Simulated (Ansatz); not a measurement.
**AlPNH+ (doublet): from Hartree-Fock to the top rungs, cc-pVDZ**

Aim: climb from Hartree-Fock through coupled cluster and multireference methods for AlPNH+ (doublet) at one geometry and basis, and see what each rung misses.

Program: Ansatz 0.2.0, Gaussian basis. Level of theory: cc-pVDZ, core rule «outside noble gas», up to 11 orbitals frozen. These are calculated values, not measurements.

Plan: UHF; CCSD(T) on ROHF; CCSD(T) on UHF; BCCD(T) on ROHF; CISD; CCSDT(Q) on ROHF; CCSDT(Q) on UHF; CASSCF and NEVPT2, 9 electrons in 11 orbitals.

25 further runs of the same task are left out: 5 for a known fault of the program, 7 that didn't finish, 13 set aside as unsound or not needed.

**1. The system**

The geometry is a PBE0/def2-TZVP stationary point (not a proven minimum) of the parent state, kept for this charge and spin.

4 atoms, charge 1, spin multiplicity 2.

Atoms are counted from 1 here; the program's logs count them from 0.

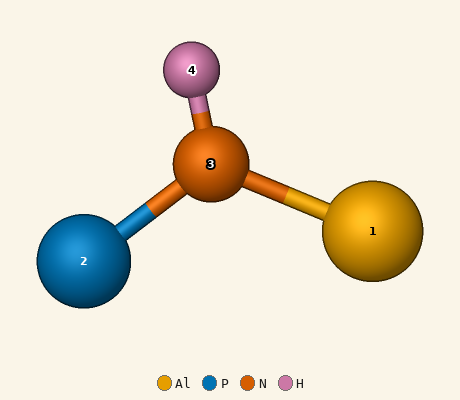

The geometry (aluminium amber, phosphorus blue, nitrogen orange, hydrogen pink); atoms are numbered from 1 in the order of the file.

Coordinates:

```tsv
atom	x (Å)	y (Å)	z (Å)
Al1	0.0000	0.1944	1.6318
P2	0.0000	0.1961	-1.4254
N3	0.0000	-0.6861	0.0149
H4	0.0000	-1.6967	-0.0856
```

In the tables R marks a restricted open-shell determinant and U an unrestricted one; 'valence' is the active space of 9 electrons in 11 orbitals; energies count from the table's Hartree-Fock row.

**2. UHF**

Contents of in.yaml:

```yaml
crystal:
  periodic: [false, false, false]
  atoms:
    - {symbol: Al, position_ang: [0.000000, 0.194411, 1.631818]}
    - {symbol: P, position_ang: [0.000000, 0.196128, -1.425444]}
    - {symbol: N, position_ang: [0.000000, -0.686115, 0.014898]}
    - {symbol: H, position_ang: [0.000000, -1.696652, -0.085591]}
basis:
  gaussian: {orbitals: cc-pVDZ}
total_charge: 1
magnetization: {spin_polarized: true, initial_magnetization: 1}
hamiltonian: {xc: hf}
output: {orbitals: {seedname: orbitals}}
```

On the command line:

```sh
$ ansatz run in.yaml --threads 1 --pin off --events-out ev --progress --plain --max-ram 2393MiB
```

The program printed:

```text
Functional definition: HF
  name "HF"
  cite "Fock, Z. Phys. 61, 126 (1930) doi:10.1007/BF01340294"
  parent pbe
  exchange = exact_x
  correlation = 0
554 factors; integrals over basis functions are off by at most 1.4e-3 eV
mean field evaluation 1: about -17337.5956 eV, gradient 4.0e1 eV
mean field evaluation 2: about -17337.5997 eV, gradient 4.0e1 eV
mean field evaluation 4: about -17345.0053 eV, gradient 3.2e0 eV
mean field evaluation 8: about -17345.1335 eV, gradient 2.9e-1 eV
mean field evaluation 16: about -17345.1870 eV, gradient 6.1e-2 eV
mean field evaluation 32: about -17345.1766 eV, gradient 1.2e-1 eV
mean field evaluation 64: about -17345.1729 eV, gradient 5.4e-2 eV
mean field evaluation 96: about -17339.8488 eV, gradient 8.1e0 eV
mean field evaluation 128: about -17345.1684 eV, gradient 4.1e-1 eV
mean field evaluation 160: about -17341.5621 eV, gradient 4.7e-1 eV
mean field evaluation 192: about -17342.0133 eV, gradient 4.9e0 eV
mean field evaluation 224: about -17338.6826 eV, gradient 8.7e0 eV
mean field evaluation 256: about -17344.1210 eV, gradient 4.9e-1 eV
mean field -17345.18720223 eV, -637.4238726918 hartree, gradient 1.2e-5 eV, S^2 1.060256; 5 other end points of the search recorded, 0 dependent functions left out
reference -17345.18720223 eV, -637.4238726918 hartree; 18, 17 occupied and 37, 38 virtual orbitals, 554 factors
Total energy: -17345.18720223 eV, -637.4238726918 hartree
```

Run time: 3.2 s. Hardware: 1 thread of Arm Neoverse V1, shared host.

From the report: ⟨S²⟩ of the determinant 1.060 (pure doublet: 0.75).

**3. CCSD(T) on ROHF**

Changes to in.yaml since step 2:

```diff
@@ -10,4 +10,3 @@
 total_charge: 1
-magnetization: {spin_polarized: true, initial_magnetization: 1}
-hamiltonian: {xc: hf}
-output: {orbitals: {seedname: orbitals}}
+magnetization: {spin_polarized: false, initial_magnetization: 1}
+correlation: {method: ccsd_t, electrons: outside_noble_gas}
```

The command is unchanged.

The program printed, shortened:

```text
Functional definition: HF
  name "HF"
  cite "Fock, Z. Phys. 61, 126 (1930) doi:10.1007/BF01340294"
  parent pbe
[...]
554 factors; integrals over basis functions are off by at most 1.4e-3 eV
[...]
mean field -17344.98685650 eV, -637.4165101221 hartree, gradient 3.1e-6 eV, S^2 0.750000; 8 other end points of the search recorded, 0 dependent functions left out
[...]
determinant -17344.98685650 eV, -637.4165101221 hartree, with singles and doubles -17354.04402852 eV, -637.7493550547 hartree
determinant -17343.83772598 eV, -637.3742803545 hartree, with singles and doubles -17352.80017384 eV, -637.7036442382 hartree
determinant -17341.72286544 eV, -637.2965606630 hartree, with singles and doubles -17350.39311243 eV, -637.6151863628 hartree
11 core orbitals not correlated: weight in the atoms' cores, before any rotation towards them, 1.000 or more for the frozen orbitals, at most 0.000 for the correlated occupied ones
reference -17344.98685650 eV, -637.4165101221 hartree; 7, 6 occupied and 37, 38 virtual orbitals, 554 factors
second order -8.11574228 eV of doubles, -0.07788312 eV of singles
cycle   1  -9.05680310 eV  change    3.7e-4 eV  update   2.9e-3
[...]
cycle  10  -9.05816758 eV  change   -1.3e-5 eV  update   5.9e-6
perturbative correction -0.36999122 eV, -0.0135969264 hartree
Total energy: -17354.41501530 eV, -637.7629885671 hartree
```

Wall time 10 s (1 thread of Arm Neoverse V1, shared host).

From the report: correlation -9.4282 eV; T1 0.030; largest double amplitude 0.12.

**4. CCSD(T) on UHF**

Changes to in.yaml since step 3:

```diff
@@ -10,3 +10,3 @@
 total_charge: 1
-magnetization: {spin_polarized: false, initial_magnetization: 1}
+magnetization: {spin_polarized: true, initial_magnetization: 1}
 correlation: {method: ccsd_t, electrons: outside_noble_gas}
```

The command is unchanged.

The program printed, shortened:

```text
Functional definition: HF
  name "HF"
  cite "Fock, Z. Phys. 61, 126 (1930) doi:10.1007/BF01340294"
  parent pbe
[...]
554 factors; integrals over basis functions are off by at most 1.4e-3 eV
[...]
mean field -17345.18720223 eV, -637.4238726918 hartree, gradient 2.9e-6 eV, S^2 1.060250; 21 other end points of the search recorded, 0 dependent functions left out
determinant -17345.18720223 eV, -637.4238726918 hartree, with singles and doubles -17354.03929227 eV, -637.7491810007 hartree
determinant -17344.53337781 eV, -637.3998450877 hartree, with singles and doubles -17352.57271932 eV, -637.6952854388 hartree
determinant -17344.15003659 eV, -637.3857575576 hartree, with singles and doubles -17352.26626598 eV, -637.6840234863 hartree
determinant -17344.09752928 eV, -637.3838279496 hartree, with singles and doubles -17352.10077003 eV, -637.6779416223 hartree
[...]
determinant -17342.71715398 eV, -637.3331000930 hartree, with singles and doubles -17350.33763669 eV, -637.6131476670 hartree
determinant -17341.90461764 eV, -637.3032399331 hartree, with singles and doubles -17350.31795527 eV, -637.6124243884 hartree
determinant -17341.77845494 eV, -637.2986035394 hartree, with singles and doubles -17350.67092680 eV, -637.6253958529 hartree
11 core orbitals not correlated: weight in the atoms' cores, before any rotation towards them, 1.000 or more for the frozen orbitals, at most 0.000 for the correlated occupied ones
reference -17345.18720223 eV, -637.4238726918 hartree; 7, 6 occupied and 37, 38 virtual orbitals, 554 factors
second order -7.68082445 eV of doubles, -0.00000000 eV of singles
cycle   1  -8.85245307 eV  change   -3.6e-4 eV  update   4.0e-3
[...]
cycle   9  -8.85991948 eV  change    7.6e-6 eV  update   1.0e-5
perturbative correction -0.34661771 eV, -0.0127379658 hartree
Total energy: -17354.39373942 eV, -637.7622066930 hartree
```

Run time: 19 s. Hardware: 1 thread of Arm Neoverse V1, shared host.

From the report: ⟨S²⟩ of the determinant 1.060 (pure doublet: 0.75); correlation -9.2065 eV; T1 0.055; largest double amplitude 0.12.

**5. BCCD(T) on ROHF**

Changes to in.yaml since step 4:

```diff
@@ -10,3 +10,3 @@
 total_charge: 1
-magnetization: {spin_polarized: true, initial_magnetization: 1}
-correlation: {method: ccsd_t, electrons: outside_noble_gas}
+magnetization: {spin_polarized: false, initial_magnetization: 1}
+correlation: {method: bccd_t, electrons: outside_noble_gas}
```

The command is unchanged.

The program printed, shortened:

```text
Functional definition: HF
  name "HF"
  cite "Fock, Z. Phys. 61, 126 (1930) doi:10.1007/BF01340294"
  parent pbe
[...]
554 factors; integrals over basis functions are off by at most 1.4e-3 eV
[...]
mean field -17344.98685650 eV, -637.4165101221 hartree, gradient 3.1e-6 eV, S^2 0.750000; 8 other end points of the search recorded, 0 dependent functions left out
[...]
determinant -17344.98685650 eV, -637.4165101221 hartree, with singles and doubles -17354.04402852 eV, -637.7493550547 hartree
determinant -17343.83772598 eV, -637.3742803545 hartree, with singles and doubles -17352.80017384 eV, -637.7036442382 hartree
determinant -17341.72286544 eV, -637.2965606630 hartree, with singles and doubles -17350.39311243 eV, -637.6151863628 hartree
11 core orbitals not correlated: weight in the atoms' cores, before any rotation towards them, 1.000 or more for the frozen orbitals, at most 0.000 for the correlated occupied ones
reference -17344.98685650 eV, -637.4165101221 hartree; 7, 6 occupied and 37, 38 virtual orbitals, 554 factors
second order -8.11574228 eV of doubles, -0.07788312 eV of singles
cycle   1  -9.02086594 eV  change    3.6e-2 eV  update   2.0e-2
[...]
cycle  11  -9.03102412 eV  change    1.1e-5 eV  update   1.5e-5
perturbative correction -0.39596244 eV, -0.0145513512 hartree
Total energy: -17354.41384307 eV, -637.7629454884 hartree
```

Run time: 11 s. Hardware: 1 thread of Arm Neoverse V1, shared host.

From the report: correlation -9.4270 eV; largest double amplitude 0.11.

**6. CISD**

Changes to in.yaml since step 5:

```diff
@@ -11,2 +11,2 @@
 magnetization: {spin_polarized: false, initial_magnetization: 1}
-correlation: {method: bccd_t, electrons: outside_noble_gas}
+correlation: {active_space: {ras: {orbitals: [6, 1, 37], electrons: 13, max_holes: 2, max_particles: 2}, fixed_orbitals: true}}
```

Same command.

The program printed:

```text
Functional definition: HF
  name "HF"
  cite "Fock, Z. Phys. 61, 126 (1930) doi:10.1007/BF01340294"
  parent pbe
  exchange = exact_x
  correlation = 0
554 factors; integrals over basis functions are off by at most 1.4e-3 eV
mean field evaluation 1: about -17337.5658 eV, gradient 5.6e1 eV
mean field evaluation 2: about -17337.5699 eV, gradient 5.6e1 eV
mean field evaluation 4: about -17344.6698 eV, gradient 8.1e0 eV
mean field evaluation 8: about -17344.9863 eV, gradient 1.7e-1 eV
mean field evaluation 16: about -17343.6314 eV, gradient 1.2e-1 eV
mean field evaluation 32: about -17344.8877 eV, gradient 1.5e0 eV
mean field evaluation 64: about -17343.8377 eV, gradient 8.5e-4 eV
mean field -17344.98685650 eV, -637.4165101221 hartree, gradient 3.1e-6 eV, S^2 0.750000; 7 other end points of the search recorded, 0 dependent functions left out
reference -17344.98685650 eV, -637.4165101221 hartree; 18, 17 occupied and 37, 38 virtual orbitals, 554 factors
state -17352.99639276 eV, -637.7108551503 hartree
Total energy: -17352.99639276 eV, -637.7108551503 hartree
```

Wall time 6.5 s (1 thread of Arm Neoverse V1, shared host).

From the report: 67,617 determinants.

**7. CCSDT(Q) on ROHF**

Changes to in.yaml since step 6:

```diff
@@ -11,2 +11,2 @@
 magnetization: {spin_polarized: false, initial_magnetization: 1}
-correlation: {active_space: {ras: {orbitals: [6, 1, 37], electrons: 13, max_holes: 2, max_particles: 2}, fixed_orbitals: true}}
+correlation: {method: ccsdt_q, electrons: outside_noble_gas}
```

Same command.

The program printed, shortened:

```text
Functional definition: HF
  name "HF"
  cite "Fock, Z. Phys. 61, 126 (1930) doi:10.1007/BF01340294"
  parent pbe
[...]
1066 factors; integrals over basis functions are off by at most 1.5e-7 eV
[...]
mean field -17344.98694732 eV, -637.4165134597 hartree, gradient 3.2e-6 eV, S^2 0.750000; 8 other end points of the search recorded, 0 dependent functions left out
[...]
determinant -17344.98694732 eV, -637.4165134597 hartree, with singles and doubles -17354.04412849 eV, -637.7493587286 hartree
determinant -17343.83782440 eV, -637.3742839710 hartree, with singles and doubles -17352.80028096 eV, -637.7036481746 hartree
determinant -17341.72296606 eV, -637.2965643609 hartree, with singles and doubles -17350.39321956 eV, -637.6151902999 hartree
11 core orbitals not correlated: weight in the atoms' cores, before any rotation towards them, 1.000 or more for the frozen orbitals, at most 0.000 for the correlated occupied ones
reference -17344.98694732 eV, -637.4165134597 hartree; 7, 6 occupied and 37, 38 virtual orbitals, 1066 factors
second order -8.11577592 eV of doubles, -0.07788348 eV of singles
cycle   1  -8.52404758 eV  change   -3.3e-1 eV  update   1.3e-1
[...]
cycle  25  -9.45401522 eV  change   -1.2e-6 eV  update   6.9e-7
perturbative correction -0.03552442 eV, -0.0013054985 hartree
Total energy: -17354.47648697 eV, -637.7652476094 hartree
```

Run time: 83 s. Hardware: 1 thread of Arm Neoverse V1, shared host; peak memory 0.86 GiB.

From the report: correlation -9.4895 eV; T1 0.032; largest double amplitude 0.13.

**8. CCSDT(Q) on UHF**

Changes to in.yaml since step 7:

```diff
@@ -10,3 +10,3 @@
 total_charge: 1
-magnetization: {spin_polarized: false, initial_magnetization: 1}
+magnetization: {spin_polarized: true, initial_magnetization: 1}
 correlation: {method: ccsdt_q, electrons: outside_noble_gas}
```

The command is unchanged.

The program printed, shortened:

```text
Functional definition: HF
  name "HF"
  cite "Fock, Z. Phys. 61, 126 (1930) doi:10.1007/BF01340294"
  parent pbe
[...]
1066 factors; integrals over basis functions are off by at most 1.5e-7 eV
[...]
mean field -17345.18729617 eV, -637.4238761440 hartree, gradient 2.8e-6 eV, S^2 1.060264; 21 other end points of the search recorded, 0 dependent functions left out
determinant -17345.18729617 eV, -637.4238761440 hartree, with singles and doubles -17354.03939172 eV, -637.7491846552 hartree
determinant -17344.53348424 eV, -637.3998489988 hartree, with singles and doubles -17352.57282074 eV, -637.6952891661 hartree
determinant -17344.15014275 eV, -637.3857614587 hartree, with singles and doubles -17352.26636658 eV, -637.6840271832 hartree
determinant -17344.09763582 eV, -637.3838318647 hartree, with singles and doubles -17352.10087083 eV, -637.6779453268 hartree
[...]
determinant -17342.71725806 eV, -637.3331039177 hartree, with singles and doubles -17350.33775333 eV, -637.6131519537 hartree
determinant -17341.90473007 eV, -637.3032440650 hartree, with singles and doubles -17350.31809806 eV, -637.6124296357 hartree
determinant -17341.77856683 eV, -637.2986076513 hartree, with singles and doubles -17350.67097954 eV, -637.6253977910 hartree
11 core orbitals not correlated: weight in the atoms' cores, before any rotation towards them, 1.000 or more for the frozen orbitals, at most 0.000 for the correlated occupied ones
reference -17345.18729617 eV, -637.4238761440 hartree; 7, 6 occupied and 37, 38 virtual orbitals, 1066 factors
second order -7.68083967 eV of doubles, -0.00000000 eV of singles
cycle   1  -8.13419000 eV  change   -4.5e-1 eV  update   1.3e-1
[...]
cycle  24  -9.25346496 eV  change   -5.0e-7 eV  update   1.5e-6
perturbative correction -0.04205552 eV, -0.0015455120 hartree
Total energy: -17354.48281666 eV, -637.7654802212 hartree
```

Run time: 86 s. Hardware: 1 thread of Arm Neoverse V1, shared host; peak memory 0.66 GiB.

From the report: ⟨S²⟩ of the determinant 1.060 (pure doublet: 0.75); correlation -9.2955 eV; T1 0.059; largest double amplitude 0.13.

**9. CASSCF and NEVPT2, 9 electrons in 11 orbitals**

Changes to in.yaml since step 8:

```diff
@@ -10,3 +10,3 @@
 total_charge: 1
-magnetization: {spin_polarized: true, initial_magnetization: 1}
-correlation: {method: ccsdt_q, electrons: outside_noble_gas}
+magnetization: {spin_polarized: false, initial_magnetization: 1}
+correlation: {method: sc_nevpt2, electrons: outside_noble_gas, active_space: {window: {electrons: 9, orbitals: 11}, shells: [{species: Al, l: s, shell: 3}, {species: Al, l: p, shell: 3}, {species: H, l: s, shell: 1}, {species: "N", l: p, shell: 2}, {species: P, l: p, shell: 3}]}}
```

Launched as before.

The program printed, shortened:

```text
Functional definition: HF
  name "HF"
  cite "Fock, Z. Phys. 61, 126 (1930) doi:10.1007/BF01340294"
  parent pbe
[...]
1066 factors; integrals over basis functions are off by at most 1.5e-7 eV
[...]
mean field -17344.98694732 eV, -637.4165134597 hartree, gradient 3.2e-6 eV, S^2 0.750000; 7 other end points of the search recorded, 0 dependent functions left out
reference -17344.98694732 eV, -637.4165134597 hartree; 18, 17 occupied and 37, 38 virtual orbitals, 1066 factors
state -17348.53707292 eV, -637.5469781690 hartree
state -17348.53707292 eV, -637.5469781690 hartree; corrected -17353.19772034 eV, -637.7182538026 hartree
Total energy: -17353.19772034 eV, -637.7182538026 hartree
Checks for a lower state left out: starts, orbital_swaps
```

Wall time 20 s (1 thread of Arm Neoverse V1, shared host).

From the report: 76,384 determinants; active occupations 1.98, 1.97, 1.93, 1.86, 1.00, 0.07, 0.07, 0.06, 0.03, 0.02, 0.01.

**10. Natural occupations**

Natural occupations of the CASSCF valence state about the gap (report; correlated orbitals 1 to 10): 1.978, 1.969, 1.933, 1.863, 1.001, 0.067, 0.065, 0.059, 0.031, 0.021. The count of effectively unpaired electrons, Σ n²(2 − n)², is 1.14; a single determinant of this spin has 1.

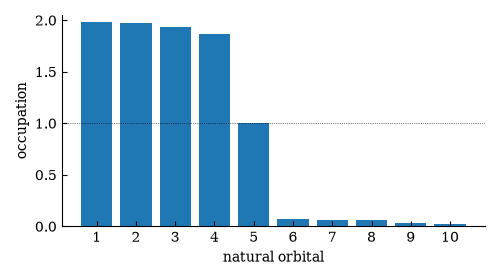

Natural occupations of the CASSCF valence state.

**11. All levels against the top one**

The yardstick is UCCSDT(Q), where the cluster series has nearly closed. Rows without a time come out of other runs: HF, MP2 and CCSD of CCSD(T), CCSDT of CCSDT(Q), CASSCF and MRCISD of the multireference runs.

Differences are taken before rounding.

```tsv
method	energy from the lowest RHF (meV)	from UCCSDT(Q) (meV)	time
RHF	0.0	+9496.0	
UHF	-200.3	+9295.6	
RMP2	-8193.6	+1302.3	
UMP2	-7881.2	+1614.8	
CISD	-8009.5	+1486.4	6.5 s
RCCSD	-9058.2	+437.8	
UCCSD	-9060.3	+435.7	
RCCSD(T)	-9428.2	+67.8	10 s
UCCSD(T)	-9406.9	+89.1	19 s
BCCD(T)	-9427.0	+69.0	11 s
RCCSDT	-9454.1	+41.9	
UCCSDT	-9453.9	+42.1	
RCCSDT(Q)	-9489.6	+6.3	83 s
UCCSDT(Q)	-9496.0	0	86 s
CASSCF valence	-3550.2	+5945.7	
NEVPT2 valence	-8210.9	+1285.1	20 s
```

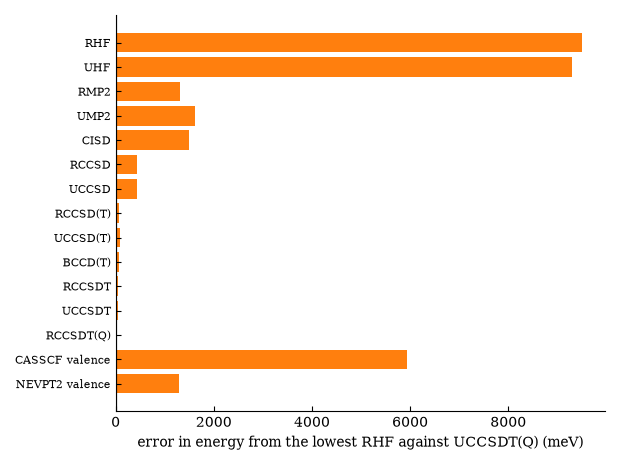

How far each level lands from UCCSDT(Q).

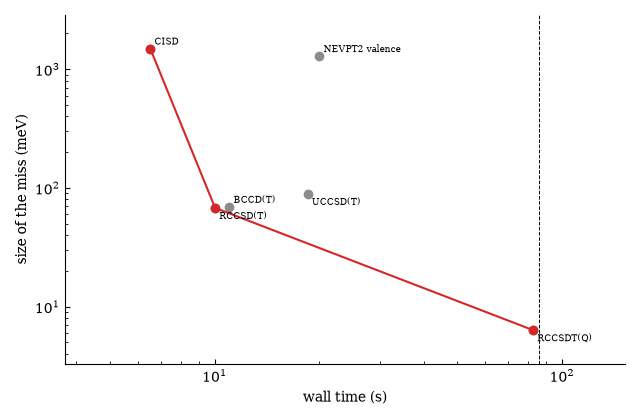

Miss against cost. Red marks the levels that no quicker level drawn beats (of those quicker than the yardstick), and the dashed line is the time of UCCSDT(Q). Times are from a shared host.

**12. What came out**

```
                         quantity                      value
   UCCSDT(Q) below the RHF energy                 -9.4960 eV
              RMP2 from UCCSDT(Q)                +1302.3 meV
              UMP2 from UCCSDT(Q)                +1614.8 meV
             RCCSD from UCCSDT(Q)                 +437.8 meV
          RCCSD(T) from UCCSDT(Q)                  +67.8 meV
          UCCSD(T) from UCCSDT(Q)                  +89.1 meV
         RCCSDT(Q) from UCCSDT(Q)                   +6.3 meV
    NEVPT2 valence from UCCSDT(Q)                +1285.1 meV
levels within 1 kcal/mol (43 meV)  RCCSDT, UCCSDT, RCCSDT(Q)
                    T1 diagnostic                      0.030
   effectively unpaired electrons                       1.14
```

RCCSD(T) misses by +67.8 meV, 0.7 % of the correlation energy. CCSD(T) misses by +67.8 meV on the restricted determinant and by +89.1 meV on the unrestricted one; the two need not hold the same state or core. One determinant dominates. These misses are within one basis, not against nature; the frozen cores of restricted and unrestricted runs differ, which can shift their rows.

RCCSDT(Q) reaches 6.3 meV from the reference in 83 s, where UCCSDT(Q) took 86 s; the quickest level in the cost chart, CISD, takes 6.5 s and misses by 1486.4 meV.
